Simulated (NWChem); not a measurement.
# triplet LiI at 6 levels

We compute a comparison of 6 runs (U-revPBE/def2-TZVPPD, UB2PLYP/def2-TZVPPD, UB3LYP/def2-TZVPPD, UCAM-B3LYP/def2-TZVPPD, UPBE/def2-TZVPPD, UPBE0/def2-TZVPPD) of triplet LiI. 

Program for the calculation: NWChem 7.3.0.

2 further runs of the same task are left out: 1 that didn't finish, 1 set aside as unsound or not needed.

## Step 1: Starting point

LiI: 2 atoms, total charge 0, spin state triplet. SMILES of the parent species: `[Li][I]`. The bond length is the one measured for the parent species. That shape belongs to the parent species and isn't relaxed for this state.

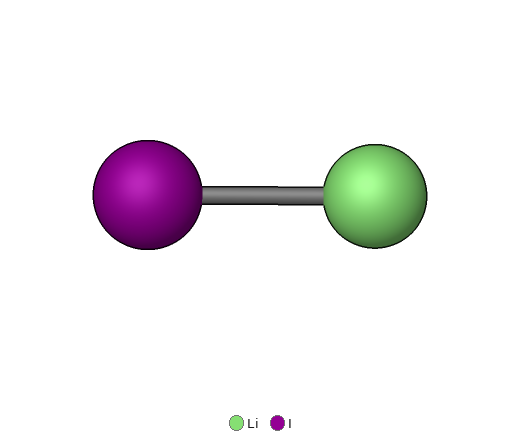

The structure, seen from a chosen angle (lithium green, iodine purple).

## Step 2: A single-point energy at U-revPBE/def2-TZVPPD (core potential) (run 1)

job.xyz

```xyz
2

Li     0.000000     0.000000     0.000000
I      0.000000     0.000000     2.391924
```

job.nw

```
START job
memory stack 880 mb heap 220 mb global 1100 mb

GEOMETRY noautosym nocenter noautoz
  load format xyz job.xyz
END

BASIS spherical bse
  * library def2-TZVPPD
END

ECP bse
  I library def2-TZVPPD
END

DFT
  xc revpbe cpbe96
  mult 3
  grid xfine
  convergence energy 1e-08
  iterations 100
  mulliken
END

TASK dft energy
```

The run is started by

```sh
nwchem job.nw > job.out
```

The log of the run:

```text
[...]
          Wavefunction type:  spin polarized.
          No. of atoms     :     2
          No. of electrons :    28
[...]
          Charge           :     0
          Spin multiplicity:     3
[...]
          AO basis - number of functions:    81
[...]
              XC Information
              --------------
                        RevPBE Exchange Functional  1.000
            Perdew 1991 LDA Correlation Functional  1.000 local
           PerdewBurkeErnz. Correlation Functional  1.000 non-local
[...]
 d= 0,ls=0.0,diis     1   -305.1703815586 -3.22D+02  1.53D-02  5.65D-02     2.6
[...]
 d= 0,ls=0.5,diis    29   -305.1922879325 -9.98D-09  3.52D-06  6.28D-09    59.1
[...]
         Total DFT energy =     -305.192287940324
      One electron energy =     -559.121133411504
           Coulomb energy =      261.428783023389
    Exchange-Corr. energy =      -24.092560760545
 Nuclear repulsion energy =       16.592623208337
[...]
      Total Density - Mulliken Population Analysis
     ---------------------------------------------
    Atom       Charge   Shell Charges
 -----------   ------   -------------------------------------------------------
    1 Li   3     3.34   0.37  1.26  0.34  0.48  0.74  0.00  0.05  0.09 -0.00  0.01
    2 I   25    24.66   0.19 -0.79  1.64  0.98  1.23  0.75 -0.12 -0.49  6.44  1.36  2.75  0.77 -0.04  9.17  0.81  0.02 -0.01  0.00  0.00
[...]
      <S2> =      2.0027 (Exact =     2.0000)
[...]
```

It took 62 s on 1 thread of Intel Xeon Platinum 8488C (Sapphire Rapids), shared host; peak memory 0.12 GiB.

## Step 3: The energy at UB2PLYP/def2-TZVPPD (core potential) (run 2)

calc.nw

```
start calc
memory 2200 mb
charge 0

geometry units angstroms noautosym nocenter noautoz
Li    0.000000    0.000000    0.000000
I     0.000000    0.000000    2.391924
end

basis "ao basis" spherical bse
* library def2-TZVPPD
end

ecp bse
I library def2-TZVPPD
end

dft
xc hfexch 0.53 becke88 0.47 lyp 0.73 mp2 0.27
dftmp2 semidirect
mult 3
grid xfine
convergence energy 1e-08
iterations 100
mulliken
noprint "final vectors analysis"
end

mp2
freeze core 4
end

task dft
```

The run is started by

```sh
nwchem calc.nw > calc.out
```

The log of the run:

```text
[...]
          Wavefunction type:  spin polarized.
          No. of atoms     :     2
          No. of electrons :    28
[...]
          Charge           :     0
          Spin multiplicity:     3
[...]
          AO basis - number of functions:    81
[...]
              XC Information
              --------------
                     Hartree-Fock (Exact) Exchange  0.530
                    Becke 1988 Exchange Functional  0.470
              Lee-Yang-Parr Correlation Functional  0.730
[...]
 d= 0,ls=0.0,diis     1   -304.8044085066 -3.21D+02  1.01D-02  2.80D-02     2.5
[...]
 d= 0,ls=0.0,diis     9   -304.8213892617 -3.87D-09  2.66D-06  3.16D-10    18.4
[...]
         Total DFT energy =     -304.821389261730
      One electron energy =     -559.038779896226
           Coulomb energy =      261.360726696266
    Exchange-Corr. energy =      -23.735959270107
 Nuclear repulsion energy =       16.592623208337
[...]
      Total Density - Mulliken Population Analysis
     ---------------------------------------------
    Atom       Charge   Shell Charges
 -----------   ------   -------------------------------------------------------
    1 Li   3     3.32   0.36  1.28  0.34  0.46  0.74  0.00  0.05  0.07  0.01  0.01
    2 I   25    24.68   0.19 -0.78  1.62  0.99  1.19  0.79 -0.12 -0.49  6.44  1.35  2.74  0.82 -0.04  9.20  0.79  0.02 -0.01  0.00  0.00
[...]
      <S2> =      2.0044 (Exact =     2.0000)
[...]
  Basis functions       =     81
[...]
```

Wall time 23 s (1 thread of Intel Xeon Platinum 8488C (Sapphire Rapids), shared host); peak memory 0.2 GiB.

Runs 3 to 5 aren't shown in full; the table further down has their settings and results.

## Step 4: A single-point energy at UPBE0/def2-TZVPPD (core potential) (run 6)

run.xyz

```xyz
2

Li     0.000000     0.000000     0.000000
I      0.000000     0.000000     2.391924
```

run.nw

```
start run
memory total 2200 mb
geometry units angstroms noautosym nocenter noautoz
   load format xyz run.xyz
end
basis spherical bse
   * library def2-TZVPPD
end
ecp bse
   I library def2-TZVPPD
end
dft
   xc pbe0
   mult 3
   grid xfine
   convergence energy 1e-08
   maxiter 100
   mulliken
end
task dft energy
```

The run is started by

```sh
nwchem run.nw > run.out
```

The log of the run:

```text
[...]
          Wavefunction type:  spin polarized.
          No. of atoms     :     2
          No. of electrons :    28
[...]
          Charge           :     0
          Spin multiplicity:     3
[...]
          AO basis - number of functions:    81
[...]
              XC Information
              --------------
                         PBE0 Method XC Functional
                     Hartree-Fock (Exact) Exchange  0.250
          PerdewBurkeErnzerhof Exchange Functional  0.750
            Perdew 1991 LDA Correlation Functional  1.000 local
           PerdewBurkeErnz. Correlation Functional  1.000 non-local
[...]
 d= 0,ls=0.0,diis     1   -305.1258554701 -3.22D+02  1.35D-02  3.62D-02     2.6
[...]
 d= 0,ls=0.0,diis     8   -305.1453567485 -2.53D-09  1.85D-06  4.65D-11    17.2
[...]
         Total DFT energy =     -305.145356748482
      One electron energy =     -559.137766444335
           Coulomb energy =      261.451058670826
    Exchange-Corr. energy =      -24.051272183310
 Nuclear repulsion energy =       16.592623208337
[...]
      Total Density - Mulliken Population Analysis
     ---------------------------------------------
    Atom       Charge   Shell Charges
 -----------   ------   -------------------------------------------------------
    1 Li   3     3.30   0.36  1.27  0.34  0.46  0.71  0.00  0.05  0.09 -0.00  0.02
    2 I   25    24.70   0.19 -0.78  1.62  0.99  1.21  0.78 -0.11 -0.49  6.44  1.35  2.77  0.77 -0.03  9.18  0.80  0.02 -0.01  0.00  0.00
[...]
      <S2> =      2.0033 (Exact =     2.0000)
[...]
```

Wall time 18 s (1 thread of Intel Xeon Platinum 8488C (Sapphire Rapids), shared host); peak memory 0.12 GiB.

## Step 5: All runs side by side

```
run                                    level  frozen core orbitals  energy (Eh)  dipole moment (D)  HOMO energy (eV)   ⟨S²⟩  wall time
  1    U-revPBE/def2-TZVPPD (core potential)                     –  -305.192288               4.06             -2.49  2.003       62 s
  2     UB2PLYP/def2-TZVPPD (core potential)                     4  -304.977591               4.60                 –  2.004       23 s
  3      UB3LYP/def2-TZVPPD (core potential)                     –  -305.254895               4.09             -2.88  2.002       18 s
  4  UCAM-B3LYP/def2-TZVPPD (core potential)                     –  -305.142844               4.45             -3.81  2.003       34 s
  5        UPBE/def2-TZVPPD (core potential)                     –  -305.113514               3.90             -2.51  2.002       64 s
  6       UPBE0/def2-TZVPPD (core potential)                     –  -305.145357               4.30             -3.06  2.003       18 s
```

## Step 6: Summary of results

| quantity | value |
| --- | --- |
| run 6: total energy | -305.14536 Eh |
| run 6: dipole moment | 4.30 D |
| run 6: HOMO energy (highest over α and β) | -3.06 eV |
| run 6: ⟨S²⟩ | 2.003 |

What this shows: The dipole moment (its size) runs from 3.90 D (UPBE/def2-TZVPPD) to 4.60 D (UB2PLYP/def2-TZVPPD). A double hybrid's value is that of its SCF part. Totals of different functionals can't be ranked against each other. All runs together took 3.6 min, the longest 64 s.
